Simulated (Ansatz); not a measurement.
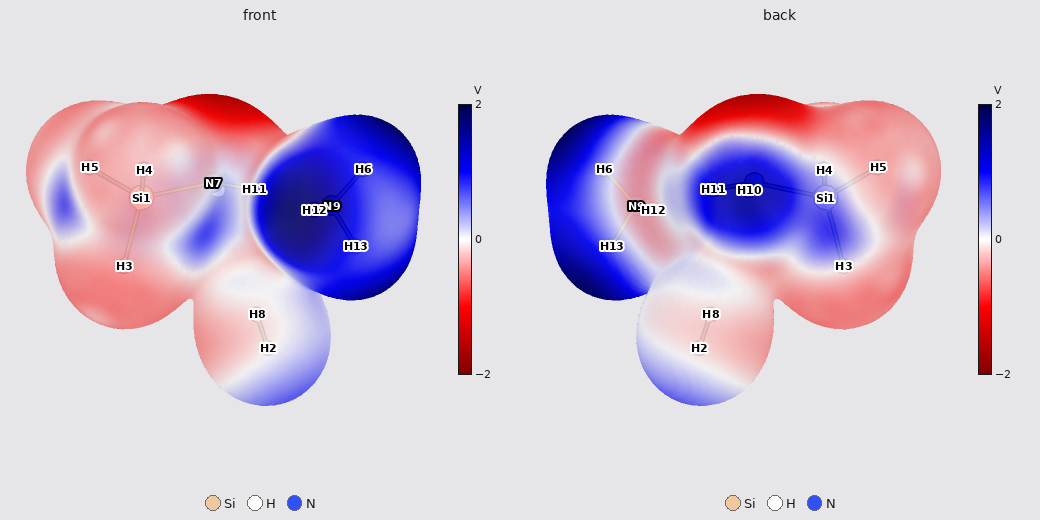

H5NSi···H2···NH3. The molecular electrostatic potential painted on the density surface at 0.002 e/bohr³, seen from the front and from behind; red is negative and blue positive.

The product side of a reaction path; geometry: PBE0-D4/def2-TZVP; a saddle point, not a minimum.

The calculation used RKS PBE0-D4/def2-TZVPP in Ansatz.

```xyz
13

Si   -1.3241   -0.3167    1.5301
H    -0.3602   -1.6930   -2.2836
H    -1.5615   -1.7203    1.0666
H    -0.1951   -0.3739    2.4982
H    -2.5662    0.1151    2.2272
H     2.4751    1.5165   -0.7588
N    -0.9294    0.8264    0.3211
H    -0.4530   -1.1902   -1.7379
N     1.9863    0.6302   -0.7298
H    -1.6306    1.1407   -0.3290
H     0.0024    0.8244   -0.0890
H     2.4790    0.0381   -0.0719
H     2.0774    0.2027   -1.6433
```

### Describe the electrostatic potential map.

The most negative region (about −1.5 V) lies over N7, the most positive (about +1.8 V) over H6, H12 and H13. N7 is the likeliest acceptor of a hydrogen bond.
